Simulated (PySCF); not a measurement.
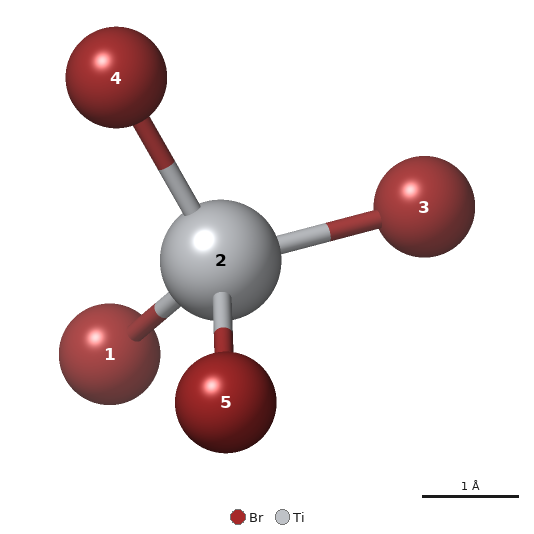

Atoms carry their numbers in the input. The species is neutral and a spin singlet. The computed structure is the end point of a PBE0-D3(BJ)/def2-SVP optimisation. No frequency run is at hand to confirm it as a minimum.

Give the bond lengths.

```csv
bond,length (Å)
Br1–Ti2,2.302
Ti2–Br3,2.310
Ti2–Br4,2.303
Ti2–Br5,2.306
```
